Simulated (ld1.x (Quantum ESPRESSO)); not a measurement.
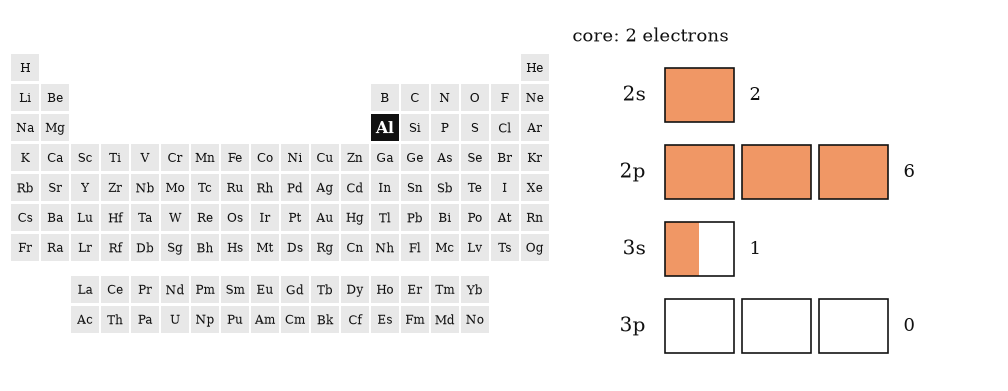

Left, the place of aluminium in the periodic table; right, the valence shells of the reference configuration: a box for each of the 2l + 1 orbitals, shaded by the share of the shell that is filled, with the electron count at the right.

**Pseudopotential generation: Al (part 1 of 2)**

System: aluminium (Al, Z = 13), core [He], reference valence 2s2 2p6 3s1 3p0 (an ion of charge +2), valence charge 11.
Method: TM potential, PBE, scalar-relativistic, made with ld1.x (Quantum ESPRESSO) 7.5.

## Output
```
     Program LD1 v.7.5
     --------------------------- All-electron run ----------------------------

     Al
     scalar relativistic calculation

     atomic number is 13.00
     dft =PBE   lsd =0 sic =0 latt =0  beta=0.20 tr2=1.0E-14
     Exchange-correlation= PBE
                           (   1   4   3   4   0   0   0)
     mesh =1135 r(mesh) = 100.48924 a.u. xmin = -7.00 dx = 0.01250
     1 Ry =  13.60569312 eV, c = 137.03599908

     n l     nl                  e(Ry)          e(Ha)          e(eV)
     1 0     1S 1( 2.00)      -112.6214       -56.3107     -1532.2921
     2 0     2S 1( 2.00)        -9.4642        -4.7321      -128.7673
     2 1     2P 1( 6.00)        -6.6341        -3.3170       -90.2612
     3 0     3S 1( 1.00)        -1.7454        -0.8727       -23.7479
     3 1     3P 1( 0.00)        -1.2644        -0.6322       -17.2030

     final scf error:  6.7E-15 reached in  20 iterations

     Etot =    -483.533964 Ry,    -241.766982 Ha,   -6578.814728 eV

     Ekin =     484.486845 Ry,     242.243422 Ha,    6591.779333 eV
     Encl =   -1140.296553 Ry,    -570.148276 Ha,  -15514.524966 eV
     Eh   =     208.231495 Ry,     104.115747 Ha,    2833.133813 eV
     Exc  =     -35.955751 Ry,     -17.977875 Ha,    -489.202909 eV

     normalization and overlap integrals

     s(1S/1S) =  1.000000  <r> =   0.1202  <r2> =    0.0195  r(max) =   0.0779
     s(2S/2S) =  1.000000  <r> =   0.6248  <r2> =    0.4678  r(max) =   0.4954
     s(2P/2P) =  1.000000  <r> =   0.6009  <r2> =    0.4582  r(max) =   0.4264
     s(3S/3S) =  1.000000  <r> =   2.2041  <r2> =    5.5666  r(max) =   1.9109
     s(3P/3P) =  1.000000  <r> =   2.5602  <r2> =    7.5736  r(max) =   2.1925

     ------------------------ End of All-electron run ------------------------

     --------------------- Generating NC pseudopotential ---------------------

      Generating local pot.: lloc=2, matching radius rcloc =   0.6000

      Wfc   2S  rcut= 0.807  Using Troullier-Martins method

      Wfc   2P  rcut= 0.748  Using Troullier-Martins method

     ------------------- End of pseudopotential generation -------------------

     --------------------------- All-electron run ----------------------------

     Al
     scalar relativistic calculation

     atomic number is 13.00
     dft =PBE   lsd =0 sic =0 latt =0  beta=0.20 tr2=1.0E-14
     Exchange-correlation= PBE
                           (   1   4   3   4   0   0   0)
     mesh =1135 r(mesh) = 100.48924 a.u. xmin = -7.00 dx = 0.01250
     1 Ry =  13.60569312 eV, c = 137.03599908

     n l     nl                  e(Ry)          e(Ha)          e(eV)
     1 0     1S 1( 2.00)      -112.6214       -56.3107     -1532.2921
     2 0     2S 1( 2.00)        -9.4642        -4.7321      -128.7673
     2 1     2P 1( 6.00)        -6.6341        -3.3170       -90.2612
     3 0     3S 1( 1.00)        -1.7454        -0.8727       -23.7479
     3 1     3P 1( 0.00)        -1.2644        -0.6322       -17.2030

     final scf error:  6.7E-15 reached in  20 iterations

     Etot =    -483.533964 Ry,    -241.766982 Ha,   -6578.814728 eV

     Ekin =     484.486845 Ry,     242.243422 Ha,    6591.779333 eV
     Encl =   -1140.296553 Ry,    -570.148276 Ha,  -15514.524966 eV
     Eh   =     208.231495 Ry,     104.115747 Ha,    2833.133813 eV
     Exc  =     -35.955751 Ry,     -17.977875 Ha,    -489.202909 eV

     normalization and overlap integrals

     s(1S/1S) =  1.000000  <r> =   0.1202  <r2> =    0.0195  r(max) =   0.0779
     s(2S/2S) =  1.000000  <r> =   0.6248  <r2> =    0.4678  r(max) =   0.4954
     s(2P/2P) =  1.000000  <r> =   0.6009  <r2> =    0.4582  r(max) =   0.4264
     s(3S/3S) =  1.000000  <r> =   2.2041  <r2> =    5.5666  r(max) =   1.9109
     s(3P/3P) =  1.000000  <r> =   2.5602  <r2> =    7.5736  r(max) =   2.1925

     ------------------------ End of All-electron run ------------------------

     Computing logarithmic derivative in   0.89702
     Computing logarithmic derivative in   0.89702
     Computing the partial wave expansion
     R is outside the sphere for l=    0 j= 0.00
     R is outside the sphere for l=    1 j= 0.00
       no projector for channel:   2

     ---------------------- Testing the pseudopotential ----------------------

     Al
     scalar relativistic calculation

     atomic number is 13.00   valence charge is 11.00
     dft =PBE   lsd =0 sic =0 latt =0  beta=0.20 tr2=1.0E-14
     mesh =1135 r(mesh) = 100.48924 xmin = -7.00 dx = 0.01250

     n l     nl             e AE (Ry)        e PS (Ry)    De AE-PS (Ry)
     1 0     2S   1( 2.00)       -9.46422       -9.46429        0.00007
     2 1     2P   1( 6.00)       -6.63407       -6.63417        0.00010
     2 0     3S   1( 1.00)       -1.74543       -1.75379        0.00835  !
     3 1     3P   1( 0.00)       -1.26440       -1.26238       -0.00202

     eps = 2.0E-15  iter = 19

     Etot =    -483.533964 Ry,    -241.766982 Ha,   -6578.814728 eV
     Etotps =  -160.094499 Ry,     -80.047249 Ha,   -2178.196618 eV

     Ekin =     118.960650 Ry,      59.480325 Ha,    1618.542096 eV
     Encl =    -367.892845 Ry,    -183.946423 Ha,   -5005.437154 eV
     Ehrt =     105.189587 Ry,      52.594793 Ha,    1431.177235 eV
     Ecxc =     -18.766500 Ry,      -9.383250 Ha,    -255.331233 eV
     Epseu=       2.414610 Ry,       1.207305 Ha,      32.852439 eV

     ---------------------- End of pseudopotential test ----------------------
```

## Output of the test run (extracts)
```
     ---------------------- Testing the pseudopotential ----------------------

     Al
     scalar relativistic calculation

     atomic number is 13.00   valence charge is 11.00
     dft =PBE   lsd =0 sic =0 latt =0  beta=0.20 tr2=1.0E-14
     mesh =1135 r(mesh) = 100.48924 xmin = -7.00 dx = 0.01250

     n l     nl             e AE (Ry)        e PS (Ry)    De AE-PS (Ry)
     1 0     2S   1( 2.00)       -9.46422       -9.46429        0.00007
     2 1     2P   1( 6.00)       -6.63407       -6.63417        0.00010
     2 0     3S   1( 1.00)       -1.74543       -1.75379        0.00835  !
     3 1     3P   1( 0.00)       -1.26440       -1.26238       -0.00202

     eps = 1.9E-15  iter = 19

     Etot =    -483.533964 Ry,    -241.766982 Ha,   -6578.814726 eV
     Etotps =  -160.094499 Ry,     -80.047249 Ha,   -2178.196618 eV

     Ekin =     118.960650 Ry,      59.480325 Ha,    1618.542096 eV
     Encl =    -367.892845 Ry,    -183.946423 Ha,   -5005.437154 eV
     Ehrt =     105.189587 Ry,      52.594793 Ha,    1431.177235 eV
     Ecxc =     -18.766500 Ry,      -9.383250 Ha,    -255.331233 eV
     Epseu=       2.414610 Ry,       1.207305 Ha,      32.852439 eV

     ---------------------- End of pseudopotential test ----------------------

     ---------------------- Testing the pseudopotential ----------------------

     Al
     scalar relativistic calculation

     atomic number is 13.00   valence charge is 11.00
     dft =PBE   lsd =0 sic =0 latt =0  beta=0.20 tr2=1.0E-14
     mesh =1135 r(mesh) = 100.48924 xmin = -7.00 dx = 0.01250

     n l     nl             e AE (Ry)        e PS (Ry)    De AE-PS (Ry)
     1 0     2S   1( 2.00)       -7.94999       -7.94699       -0.00300
     2 1     2P   1( 6.00)       -5.11868       -5.11634       -0.00234
     2 0     3S   1( 2.00)       -0.56982       -0.57478        0.00495
     3 1     3P   1( 1.00)       -0.19934       -0.19854       -0.00079

     eps = 5.2E-15  iter = 21

     Etot =    -485.370441 Ry,    -242.685221 Ha,   -6603.801276 eV
     Etotps =  -161.936049 Ry,     -80.968025 Ha,   -2203.252191 eV
     dEtot_ae =      -1.836478 Ry
     dEtot_ps =      -1.841551 Ry,   Delta E=       0.005073 Ry

     Ekin =     120.227036 Ry,      60.113518 Ha,    1635.772158 eV
     Encl =    -384.984509 Ry,    -192.492255 Ha,   -5237.981087 eV
     Ehrt =     119.850121 Ry,      59.925060 Ha,    1630.643961 eV
     Ecxc =     -19.666614 Ry,      -9.833307 Ha,    -267.577910 eV
     Epseu=       2.637917 Ry,       1.318958 Ha,      35.890687 eV

     ---------------------- End of pseudopotential test ----------------------

     ---------------------- Testing the pseudopotential ----------------------

     Al
     scalar relativistic calculation

     atomic number is 13.00   valence charge is 11.00
     dft =PBE   lsd =0 sic =0 latt =0  beta=0.20 tr2=1.0E-14
     mesh =1135 r(mesh) = 100.48924 xmin = -7.00 dx = 0.01250

     n l     nl             e AE (Ry)        e PS (Ry)    De AE-PS (Ry)
     1 0     2S   1( 2.00)       -8.56277       -8.55726       -0.00551  !
     2 1     2P   1( 6.00)       -5.73230       -5.72674       -0.00556  !
     2 0     3S   1( 2.00)       -1.08854       -1.09346        0.00492
     3 1     3P   1( 0.00)       -0.66543       -0.66312       -0.00231

     eps = 6.7E-15  iter = 18

     Etot =    -484.946999 Ry,    -242.473499 Ha,   -6598.040044 eV
     Etotps =  -161.514084 Ry,     -80.757042 Ha,   -2197.511058 eV
     dEtot_ae =      -1.413035 Ry
     dEtot_ps =      -1.419585 Ry,   Delta E=       0.006550 Ry

     Ekin =     119.497129 Ry,      59.748565 Ha,    1625.841268 eV
     Encl =    -378.187969 Ry,    -189.093984 Ha,   -5145.509445 eV
     Ehrt =     113.594115 Ry,      56.797058 Ha,    1545.526670 eV
     Ecxc =     -19.293748 Ry,      -9.646874 Ha,    -262.504812 eV
     Epseu=       2.876389 Ry,       1.438194 Ha,      39.135261 eV

     ---------------------- End of pseudopotential test ----------------------

     ---------------------- Testing the pseudopotential ----------------------

     Al
     scalar relativistic calculation

     atomic number is 13.00   valence charge is 11.00
     dft =PBE   lsd =0 sic =0 latt =0  beta=0.20 tr2=1.0E-14
     mesh =1135 r(mesh) = 100.48924 xmin = -7.00 dx = 0.01250

     n l     nl             e AE (Ry)        e PS (Ry)    De AE-PS (Ry)
     1 0     2S   1( 2.00)      -10.48406      -10.49264        0.00858  !
     2 1     2P   1( 6.00)       -7.65394       -7.66287        0.00894  !
     2 0     3S   1( 0.00)       -2.40341       -2.41803        0.01462  !
     3 1     3P   1( 0.00)       -1.85342       -1.85260       -0.00082

     eps = 3.3E-15  iter =  7

     Etot =    -481.443415 Ry,    -240.721707 Ha,   -6550.371360 eV
     Etotps =  -157.992932 Ry,     -78.996466 Ha,   -2149.603342 eV
     dEtot_ae =       2.090549 Ry
     dEtot_ps =       2.101567 Ry,   Delta E=      -0.011018 Ry

     Ekin =     118.209096 Ry,      59.104548 Ha,    1608.316683 eV
     Encl =    -356.088067 Ry,    -178.044034 Ha,   -4844.824971 eV
     Ehrt =      96.477039 Ry,      48.238520 Ha,    1312.636988 eV
     Ecxc =     -18.258959 Ry,      -9.129479 Ha,    -248.425787 eV
     Epseu=       1.667959 Ry,       0.833980 Ha,      22.693744 eV

     ---------------------- End of pseudopotential test ----------------------

     ---------------------- Testing the pseudopotential ----------------------

     Al
     scalar relativistic calculation

     atomic number is 13.00   valence charge is 11.00
     dft =PBE   lsd =0 sic =0 latt =0  beta=0.20 tr2=1.0E-14
     mesh =1135 r(mesh) = 100.48924 xmin = -7.00 dx = 0.01250

     n l     nl             e AE (Ry)        e PS (Ry)    De AE-PS (Ry)
     1 0     2S   1( 2.00)       -7.80868       -7.80624       -0.00244
     2 1     2P   1( 6.00)       -4.97726       -4.97558       -0.00168
     2 0     3S   1( 2.00)       -0.44077       -0.44583        0.00506  !
     3 1     3P   1( 1.30)       -0.08482       -0.08441       -0.00042

     eps = 5.0E-15  iter = 25

     Etot =    -485.412675 Ry,    -242.706338 Ha,   -6604.375895 eV
     Etotps =  -161.978103 Ry,     -80.989051 Ha,   -2203.824362 eV
     dEtot_ae =      -1.878711 Ry
     dEtot_ps =      -1.883604 Ry,   Delta E=       0.004893 Ry

     Ekin =     120.325475 Ry,      60.162737 Ha,    1637.111486 eV
     Encl =    -386.537561 Ry,    -193.268780 Ha,   -5259.111430 eV
     Ehrt =     121.390770 Ry,      60.695385 Ha,    1651.605561 eV
     Ecxc =     -19.752578 Ry,      -9.876289 Ha,    -268.747516 eV
     Epseu=       2.595791 Ry,       1.297896 Ha,      35.317537 eV

     ---------------------- End of pseudopotential test ----------------------

     ---------------------- Testing the pseudopotential ----------------------

     Al
     scalar relativistic calculation

     atomic number is 13.00   valence charge is 11.00
     dft =PBE   lsd =0 sic =0 latt =0  beta=0.20 tr2=1.0E-14
     mesh =1135 r(mesh) = 100.48924 xmin = -7.00 dx = 0.01250

     n l     nl             e AE (Ry)        e PS (Ry)    De AE-PS (Ry)
     1 0     2S   1( 2.00)       -8.08366       -8.08690        0.00324
     2 1     2P   1( 6.00)       -5.25152       -5.25633        0.00481
     2 0     3S   1( 1.00)       -0.63016       -0.63710        0.00694  !
     3 1     3P   1( 2.00)       -0.24571       -0.24590        0.00019

     eps = 5.3E-15  iter = 19

     Etot =    -484.992719 Ry,    -242.496359 Ha,   -6598.662099 eV
     Etotps =  -161.552060 Ry,     -80.776030 Ha,   -2198.027747 eV
     dEtot_ae =      -1.458755 Ry
     dEtot_ps =      -1.457561 Ry,   Delta E=      -0.001194 Ry

     Ekin =     120.776887 Ry,      60.388444 Ha,    1643.253265 eV
     Encl =    -383.355899 Ry,    -191.677950 Ha,   -5215.822723 eV
     Ehrt =     118.537933 Ry,      59.268966 Ha,    1612.790736 eV
     Ecxc =     -19.577394 Ry,      -9.788697 Ha,    -266.364009 eV
     Epseu=       2.066413 Ry,       1.033207 Ha,      28.114983 eV

     ---------------------- End of pseudopotential test ----------------------

     ---------------------- Testing the pseudopotential ----------------------

     Al
     scalar relativistic calculation

     atomic number is 13.00   valence charge is 11.00
     dft =PBE   lsd =0 sic =0 latt =0  beta=0.20 tr2=1.0E-14
     mesh =1135 r(mesh) = 100.48924 xmin = -7.00 dx = 0.01250

     n l     nl             e AE (Ry)        e PS (Ry)    De AE-PS (Ry)
     1 0     2S   1( 2.00)       -8.23211       -8.22800       -0.00411
     2 1     2P   1( 6.00)       -5.40112       -5.39740       -0.00372
     2 0     3S   1( 2.00)       -0.81538       -0.82029        0.00491
     3 1     3P   1( 0.50)       -0.41902       -0.41756       -0.00147

     eps = 9.5E-15  iter = 18

     Etot =    -485.217152 Ry,    -242.608576 Ha,   -6601.715673 eV
     Etotps =  -161.783316 Ry,     -80.891658 Ha,   -2201.174145 eV
     dEtot_ae =      -1.683189 Ry
     dEtot_ps =      -1.688817 Ry,   Delta E=       0.005629 Ry

     Ekin =     119.941332 Ry,      59.970666 Ha,    1631.884952 eV
     Encl =    -381.866347 Ry,    -190.933173 Ha,   -5195.556328 eV
     Ehrt =     116.895545 Ry,      58.447772 Ha,    1590.444910 eV
     Ecxc =     -19.493130 Ry,      -9.746565 Ha,    -265.217547 eV
     Epseu=       2.739285 Ry,       1.369642 Ha,      37.269868 eV

     ---------------------- End of pseudopotential test ----------------------

     ---------------------- Testing the pseudopotential ----------------------

     Al
     scalar relativistic calculation

     atomic number is 13.00   valence charge is 11.00
     dft =PBE   lsd =0 sic =0 latt =0  beta=0.20 tr2=1.0E-14
     mesh =1135 r(mesh) = 100.48924 xmin = -7.00 dx = 0.01250

     n l     nl             e AE (Ry)        e PS (Ry)    De AE-PS (Ry)
     1 0     2S   1( 2.00)       -8.20664       -8.21636        0.00972  !
     2 1     2P   1( 6.00)       -5.37358       -5.38591        0.01234  !
     2 0     3S   1( 0.00)       -0.68211       -0.69085        0.00875  !
     3 1     3P   1( 3.00)       -0.28605       -0.28712        0.00107

     eps = 1.7E-16  iter = 14

     Etot =    -484.602331 Ry,    -242.301166 Ha,   -6593.350606 eV
     Etotps =  -161.154451 Ry,     -80.577225 Ha,   -2192.618000 eV
     dEtot_ae =      -1.068367 Ry
     dEtot_ps =      -1.059952 Ry,   Delta E=      -0.008415 Ry

     Ekin =     121.415917 Ry,      60.707959 Ha,    1651.947709 eV
     Encl =    -381.838875 Ry,    -190.919437 Ha,   -5195.182552 eV
     Ehrt =     117.349849 Ry,      58.674925 Ha,    1596.626038 eV
     Ecxc =     -19.506911 Ry,      -9.753455 Ha,    -265.405042 eV
     Epseu=       1.425568 Ry,       0.712784 Ha,      19.395847 eV

     ---------------------- End of pseudopotential test ----------------------
```

(Continued in part 2.) Outcome of the run: generated.
